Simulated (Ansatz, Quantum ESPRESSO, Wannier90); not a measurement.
# straight Ta chain, spacing 2.23 Å: Wannier functions and conductance, part 6 of 6

Wanted: localised orbitals and the quantum conductance of this wire: straight Ta chain, spacing 2.23 Å.

Quantum ESPRESSO 7.5 and Wannier90 3.1.0; plane-wave DFT, PBE, GBRV ultrasoft pseudopotentials; cross-check by Ansatz 0.2.0 with PAW datasets.

So far. Step 9 (Wannier functions and transport): Disentanglement stopped at its cap on iterations, so these spreads are not final. Step 9 (Wannier functions and transport): At least 1 of the functions sits far from every atom, off the bonds: the outer window has let in states of the vacuum, so the basis is not the atomic one that was projected.

## (13) The same in Ansatz

A second code with its own PAW datasets, on the same atoms.

Level of this step: plane-wave DFT, PBE, Ansatz PAW (Ansatz 0.2.0).

System of this step: straight Ta chain, spacing 2.23 Å, 2 periods. The cell holds 2 atoms: 2 Ta. Cell: a = 8.000 Å, b = 8.000 Å, c = 4.464 Å, α = 90.0°, β = 90.0°, γ = 90.0°. Vacuum lies along a and b. The structure's axis is c.

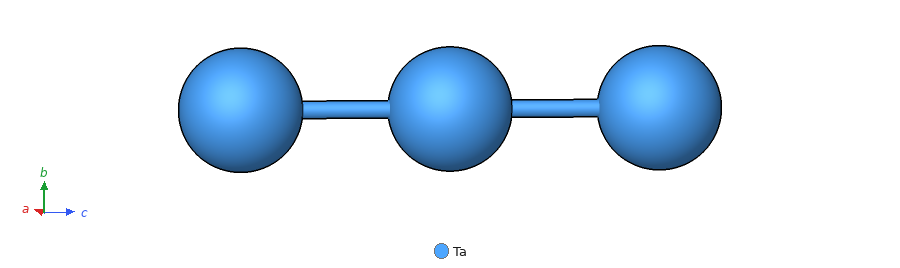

The cell of this step (tantalum blue). Some periodic images of atoms are drawn too.

Contents of input.yaml:

```yaml
crystal:
  lattice:
    - [8.0, 0.0, 0.0]
    - [0.0, 8.0, 0.0]
    - [0.0, 0.0, 4.464]
  atoms:
    - { symbol: Ta, position: [0.0, 0.0, 0.0] }
    - { symbol: Ta, position: [0.0, 0.0, 0.5] }
kpoints:
  mp_grid: { grid: [1, 1, 16] }
hamiltonian:
  xc: pbe
scf:
  occupations: { method: fermi_dirac, width: 0.05 }
  convergence: { dr2_threshold: 1.0e-08 }
output:
  transmission:
    leads: [[0, 0]]
    e_range: [-4.0, 2.0]
    de: 0.05
    kmesh: [1, 1]
    reduced_basis: true
```

The run is started by

```bash
$ ansatz run input.yaml --threads 4 --pin off --max-ram 12288MiB --backend cpu --events-out ev --progress --plain --runs-dir out
```

Numbers of over 12 decimals in the logs are rounded to 6 here.

Output:

```text
Engine: ansatz 0.2.0, aarch64-unknown-linux-gnu
Pseudopotentials: kind: paw
Pseudopotential: Ta, paw, valence charge 13, recommended cutoff 420 eV (normal), Ta.paw.azcp
Functional definition: PBE
  parameter kappa = 0.804
  parameter beta = 0.066725
  exchange = pbe_x(kappa = kappa, mu = beta*pi^2/3)
  correlation = pbe_c(beta = beta)
Crystal: 2 atoms, lattice volume = 285.696 Å³
Basis set: ecut = 420 eV, 5599 PW (Γ)
Bands: 17, of which v1, the nominal top of the filled ones, is band 13 counted from 1 (12 counted from 0)
Symmetry: 32 space group operations
Space group: P4/mmm (ITA 123), of the structure as read, at distance tolerance 6.6e-5 Å
k-points: 9 of 16
Non-local potential: Ta, projectors of the file, l = 0: 3, l = 1: 2, l = 2: 2, l = 3: 1
PAW form: soft (Blöchl's): semilocal exchange-correlation on the pseudo side does not see the compensation charge
PAW one-centre angular grid: Ta, 590 points (default); XC on 64 Gauss nodes
Initial density: superposition of atomic densities (neutral atoms: chi_scale 0, normalization atom), corrected by the library's trained network
Initial wavefunctions: pseudopotential atomic-orbital guess
Functional: x = pbe(κ = 0.804, μ = 0.219515), c = pbe(β = 0.066725)
SCF iter   1: F=—  HF=-19853.732522 eV  |F-HF|=—  |Δ(HF+E_count)|=         —  Δρ=6.26e-3  dr2=7.30e-2  ethr=1.77e-3  ⟨swp⟩=5.4  Hψ=766  notcnv=0
preconditioner: auto → LDOS  [insulator: Δε(μ)=0.173 eV  Ē_g=2.712 eV  σ=0.050 eV  W_gap=0.63  n_scr=38 (ndim 8)  ℏωp=6.9 eV  f_vac=0.622  D(μ)=4.72/eV (n_scr^D=22)  ε∞_Penn≈7.6  β→1.0]
SCF iter   2: F=—  HF=-19853.742629 eV  |F-HF|=—  |Δ(HF+E_count)|=   1.01e-2  Δρ=2.28e-3  dr2=1.56e-2  ethr=2.81e-4  ⟨swp⟩=2.7  Hψ=379  notcnv=0
SCF iter   3: F=—  HF=-19853.736364 eV  |F-HF|=—  |Δ(HF+E_count)|=   6.26e-3  Δρ=4.44e-4  dr2=7.52e-4  ethr=6.02e-5  ⟨swp⟩=2.2  Hψ=296  notcnv=0
SCF iter   4: F=—  HF=-19853.736500 eV  |F-HF|=—  |Δ(HF+E_count)|=   1.36e-4  Δρ=1.02e-4  dr2=6.51e-5  ethr=2.89e-6  ⟨swp⟩=2.2  Hψ=213  notcnv=0
SCF iter   5: F=—  HF=-19853.736494 eV  |F-HF|=—  |Δ(HF+E_count)|=   5.70e-6  Δρ=1.42e-5  dr2=1.21e-6  ethr=2.50e-7  ⟨swp⟩=2.0  Hψ=197  notcnv=0
SCF iter   6: F=—  HF=-19853.736538 eV  |F-HF|=—  |Δ(HF+E_count)|=   4.37e-5  Δρ=3.30e-6  dr2=4.08e-8  ethr=4.64e-9  ⟨swp⟩=2.0  Hψ=205  notcnv=0
SCF iter   7: F=-19853.736538 eV  HF=-19853.736538 eV  |F-HF|=2.64e-9  |Δ(HF+E_count)|=   1.99e-8  Δρ=1.08e-6  dr2=5.25e-9  ethr=3.85e-11  ⟨swp⟩=4.4  Hψ=466  notcnv=0
SCF 1 converged in 7 iterations: F = -19853.736538 eV  dr2 = 5.25e-9
  greatest PAW one-centre occupation: 0.999 electrons in one spin orbital (limit 2), on the Ta atom at site 1 (counted from 0), in its partial waves of l = 0
transmission: 6 of 36 steps passed
transmission: 12 of 36 steps passed
[...]
transmission: 36 of 36 steps passed
SCF converged after 7 iterations
Free energy (F): -19853.736538 eV
Harris-Foulkes:  -19853.736538 eV  (|F-HF|=2.64e-9)
Internal energy: -19853.702548 eV  (E = F + TS)
E sigma→0 (E₀):  -19853.719543 eV
Entropy (-TS):   -0.033990 eV (-16.995 meV/atom)
Fermi energy:    -1.173450 eV
--- Per-component energies (eV) ---
  E_band       = -727.705479
  E_kinetic    = 735.630626
  E_local      = -5274.450381  (includes V_loc(G=0)·N_el)
  E_nonlocal   = 38.358902
  E_hartree    = 2200.612763
  E_xc         = -431.096712
  E_vxc        = -400.125366  (∫ρ·V_xc dr)
  E_paw        = -16795.841724  (= ΣΔE_a)
  E_vpaw       = -228.339140  (= ΣTr[D̂ρ^β])
  E_aug_tail   = 0.000311  (compensation charges beyond the density's cutoff)
  E_ewald      = -326.916333
  E_smearing   = -0.033990  (= −TS)
  E_closure    = -0.000000  (closes the sum)
  Σ components = -19853.736538   (vs F -19853.736538, Δ=0.00e0)
--- Band table (eV; the first three rows and the last of 9) ---
  k-point 0: bands = [... 9 lower, -4.1924, -4.1924, -3.3707, -1.5672, -1.5357, 0.4901, 0.4901, 1.7051]
  k-point 1: bands = [... 9 lower, -4.1395, -4.1395, -3.3312, -1.5446, -1.5132, 0.4896, 0.4896, 1.6574]
  k-point 2: bands = [... 9 lower, -3.9819, -3.9819, -3.2059, -1.4770, -1.4462, 0.4819, 0.4819, 1.2881]
  k-point 8: bands = [... 9 lower, -1.9218, -1.2765, -1.2765, -1.2765, -1.2765, -0.2260, -0.2260, -0.2047]
--- Transmission ---
  basis      : 561 plane waves across, 6 finite elements along
  points     : 1, standing for a mesh of 1 x 1
  energies   : 121 from -4.000000 to 2.000000 eV about the Fermi level, 0.050000 eV apart; the leads are filled to 0.000000 eV, and channels, transmission and decay are at 0.000000 eV
  crystal 0  : Ta2, at the sites [0, 0], period 4.4640 Å: whole cells are its period
    offset         : up to 0.0000 Å between an atom of the period and one for which it stands
    channels       : 6.000000e0 a spin
    conductance    : none, the energies end too early or step too widely for 300 K: set another output.transmission.e_range or a lower de, or, where they end at an eighth of basis.ecutwfc, a higher one
```

Elapsed: 16 s, on 4 threads of Arm Neoverse V2, shared host; peak memory 0.57 GiB.

Read from the output:

| Item | Value |
| --- | --- |
| free energy | -19853.7365 eV |
| energy at zero smearing | -19853.7195 eV |
| smearing term TS | 0.03399 eV |
| Fermi energy | -1.173 eV |
| symmetry operations | 32 |
| lead channels at the Fermi level, one spin | 6 |

Per spin. The open channels by energy, zero at the Fermi level:

```csv
energy (eV),open channels
-4.000,1
-3.500,1
-3.000,3
-2.500,3
-2.000,4
-1.500,4
-1.000,4
-0.500,4
0.000,6
0.500,6
1.000,6
1.500,6
2.000,4
```

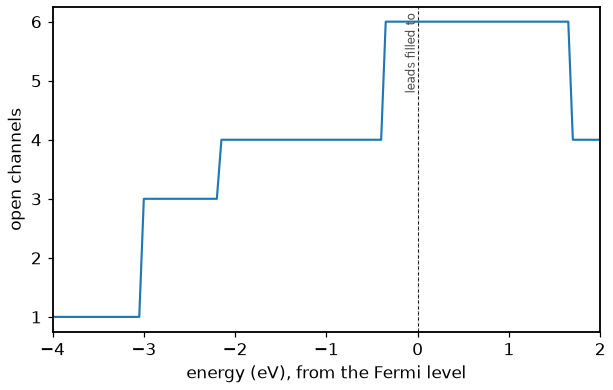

Open channels against energy.

## (14) The arithmetic

6 channels × 77.48 µS = 465 µS, a two-terminal resistance of 12.906/6 = 2.15 kΩ whatever the wire's length, as long as nothing scatters.

## (15) Outcome

* open channels at the Fermi level, per spin: 6
* total spread: 14.3 Å²
* gauge-invariant spread: 11.7 Å²
* largest band misfit in the frozen window: 0.0265 eV
* channels at the Fermi level by Ansatz: 6

What this shows: The wire offers 6 channels per spin at the Fermi level. Between -4 and 1.5 eV the channel count from Wannier functions equals that from Ansatz's layer matching at 98 % of the energies; outside the frozen window the Wannier bands are not held to the plane-wave ones. Each plane-wave level in the frozen window has a Wannier level within 0.03 eV; this test doesn't see extra bands that a model may add. Disentanglement stopped at its cap on iterations, so the spreads are not final; the frozen states are kept all the same. At least one function lies in the vacuum, so the spreads don't describe atomic orbitals, though the frozen bands are still reproduced. The wire is perfect, so the conductance only counts bands: each channel, with its partner of the other spin, carries G₀ = 2e²/h. It was run without spin polarisation, which was not tested. Spin-orbit coupling is left out; depending on the atoms that carry the levels of interest, it can split and shift them by tenths of an eV to an eV or more.

[Logs are printed without paths, hosts, clocks, repeated set-up lines and the standing remarks that a program may print on its own settings, such as how far it seeks lower states.]

[Hosts, paths, dates, database ids (printed as entryN), source tags and the programs' standing remarks are cut or masked in the printed files.]

[Maps of the electrostatic potential energy from Ansatz leave out the sawtooth potential of an applied field or a dipole correction, so their vacuum need not be flat; planar profiles and work functions include it.]
